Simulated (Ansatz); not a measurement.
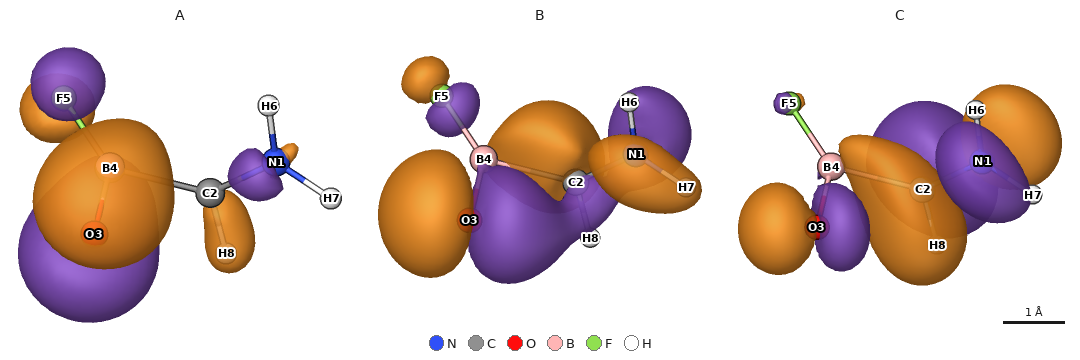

*CH3BFNO. Three frontier orbitals at ±0.1 Å⁻³ᐟ² (orange and purple are the two phases), in no order.*

Geometry: PBE0-D4/def2-TZVP.

All numbers below come from RKS PBE0-D4/def2-TZVPP in Ansatz 0.2.0.

Input

```
crystal:
  periodic: [false, false, false]
  atoms:
    - {symbol: N, position_ang: [0.326722, 0.440546, 1.112636]}
    - {symbol: C, position_ang: [-0.216423, -0.375565, 0.239001]}
    - {symbol: O, position_ang: [-0.978011, 0.379009, -1.519141]}
    - {symbol: B, position_ang: [0.035801, -0.369169, -1.299865]}
    - {symbol: F, position_ang: [1.014421, -0.912926, -2.028328]}
    - {symbol: H, position_ang: [1.164077, 0.952065, 0.885412]}
    - {symbol: H, position_ang: [-0.149863, 0.715946, 1.956744]}
    - {symbol: H, position_ang: [-1.104424, -0.887107, 0.597641]}
basis:
  gaussian: {orbitals: def2-TZVPP}
hamiltonian: {xc: pbe0, dispersion: d4}
output: {orbitals: {seedname: orbitals}}
```

Run with:

```sh
ansatz run in.yaml --threads 2 --pin off --events-out ev --progress --plain --max-ram 4352MiB
```

> Which picture is the HOMO−1, the HOMO and the LUMO?

A is the HOMO−1 (−8.50 eV). It lies mainly on O3 (about 70 %), B4 (about 15 %) and F5 (about 5 %); largely a lone pair of O3. B is the HOMO (−7.30 eV). By Hirshfeld shares it lies mainly on O3 (about 55 %), C2 (about 15 %), N1 (about 10 %) and B4 (about 10 %). C is the LUMO (−1.20 eV). Its weight (Hirshfeld) is mainly on C2 (about 45 %), N1 (about 20 %), O3 (about 15 %) and B4 (about 10 %).

> What is the HOMO–LUMO gap?

6.10 eV between the orbital energies.
